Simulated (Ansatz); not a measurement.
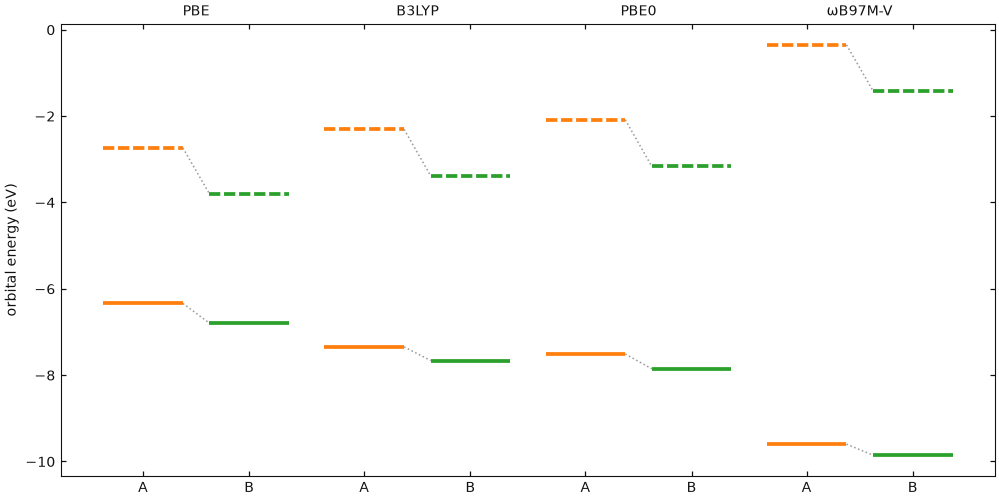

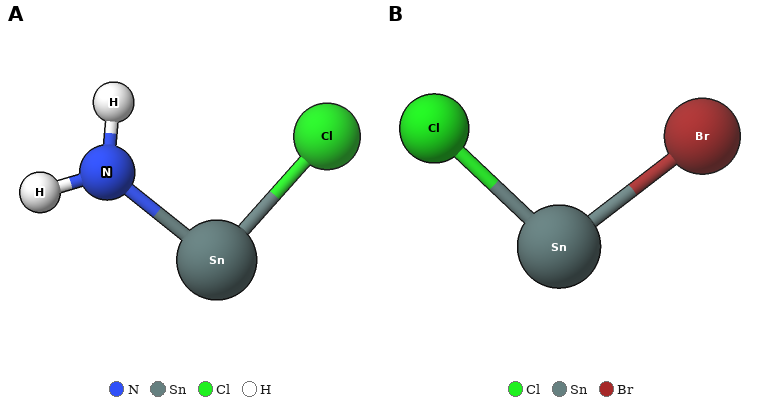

One change: A, SnNH₂Cl (SMILES [NH2][Sn][Cl]), becomes B, SnBrCl (SMILES [Cl][Sn][Br]). NH₂ on Sn is replaced by Br. HOMO (solid) and LUMO (dashed) computed in def2-TZVPP at PBE0-D4/def2-TZVP geometries, both minima by their frequencies, gas phase, the Ansatz code.

### What does the change do to HOMO and LUMO?

PBE: the HOMO falls by 0.46 eV, the LUMO falls by 1.06 eV, and the separation goes from 3.60 to 3.00 eV. B3LYP: the HOMO falls by 0.32 eV, the LUMO falls by 1.08 eV, and the separation goes from 5.04 to 4.28 eV. PBE0: the HOMO falls by 0.34 eV, the LUMO falls by 1.08 eV, and the separation goes from 5.43 to 4.69 eV. ωB97M-V: the HOMO falls by 0.26 eV, the LUMO falls by 1.06 eV, and the separation goes from 9.25 to 8.44 eV.

### Do the functionals agree on the effect?

They agree on the direction for both levels; the HOMO shift lies between −0.46 and −0.26 eV and the LUMO shift between −1.08 and −1.06 eV, while the separations themselves differ by up to 5.6 eV between functionals.

Note: core potentials past krypton; spin-orbit coupling is left out, and with Sn it can shift these values.
